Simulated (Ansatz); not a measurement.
**FHO3Si2: density, localisation and related maps**

Input

```
crystal:
  periodic: [false, false, false]
  atoms:
    - {symbol: F, position_ang: [2.985878, -0.280695, -0.820964]}
    - {symbol: O, position_ang: [1.028199, 3.411731, 1.963653]}
    - {symbol: O, position_ang: [1.405307, 1.990154, -0.643670]}
    - {symbol: O, position_ang: [1.338594, 0.518483, 1.260875]}
    - {symbol: Si, position_ang: [1.231955, 2.203840, 1.037419]}
    - {symbol: Si, position_ang: [1.525274, 0.295774, -0.426717]}
    - {symbol: H, position_ang: [0.494562, -0.521273, -1.094120]}
basis:
  gaussian:
    orbitals: def2-TZVPD
output: {forces: true, orbitals: {seedname: orbitals}}
hamiltonian:
  xc: {name: PBE0}
```

Run with:

```sh
ansatz run input.yaml --threads 1 --pin off --max-ram 2610MiB --events-out events.jsonl --progress --plain --runs-dir runs
```

Geometry: BLYP-D3(BJ)/def2-SVP.

Computed with isolated molecule in a Gaussian basis; Kohn-Sham density functional theory, functional PBE0 (Ansatz).

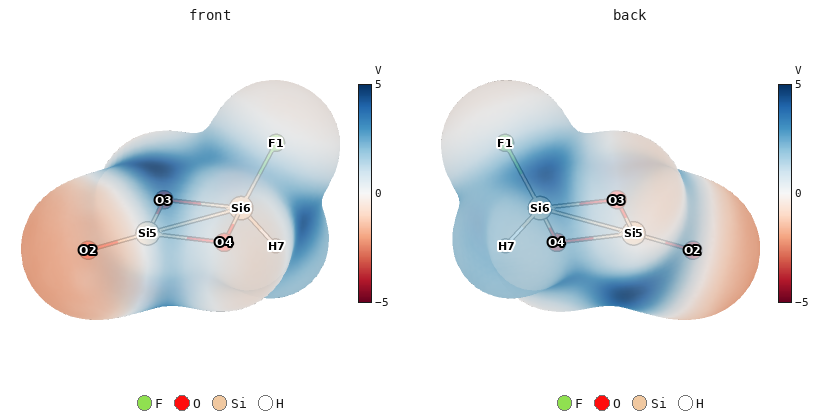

Figure 1. The electrostatic potential painted on the density surface at 0.004 e/bohr³, seen from the front and from behind; red is negative and blue positive.

Where is the surface potential most negative and most positive?

The most negative region (about −1.9 V) lies over O2, the most positive (about +4.6 V) over Si5. O2 is the likeliest acceptor of a hydrogen bond.

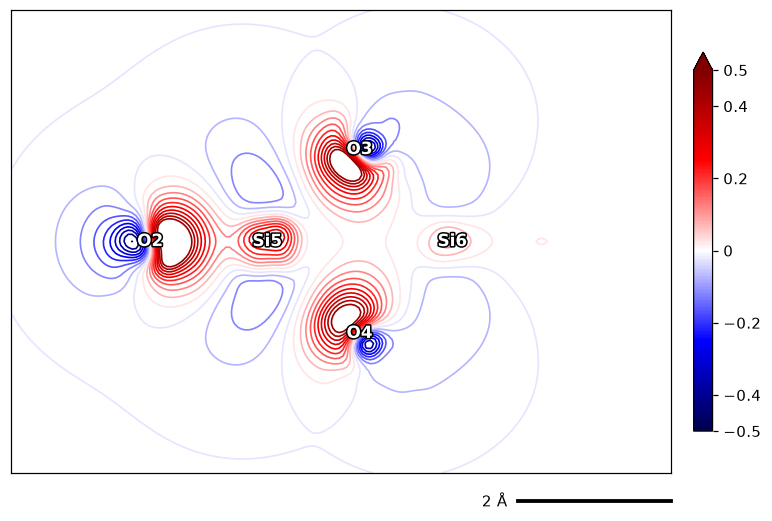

Figure 2. The LUMO on the plane of atoms Si5, O3 and Si6 (values in Å⁻³ᐟ²; the overall sign is arbitrary).

Where does this orbital lie, and at what energy?

It lies mainly on Si5 (about 55 %), O2 (about 15 %), Si6 (about 10 %), O3 (about 10 %) and O4 (about 10 %). Its energy is −2.19 eV.

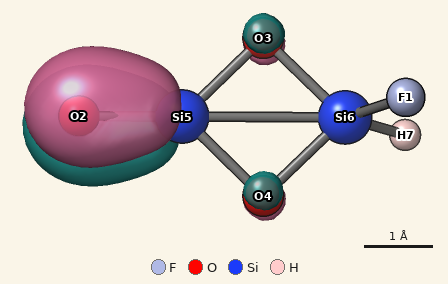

Figure 3. The HOMO−1 at ±0.15 Å⁻³ᐟ² (teal and pink are the two phases), seen from one side.

Where does this orbital lie, and at what energy?

By Hirshfeld shares it lies mainly on O2 (about 75 %) and Si5 (about 20 %). Its energy is −9.41 eV.
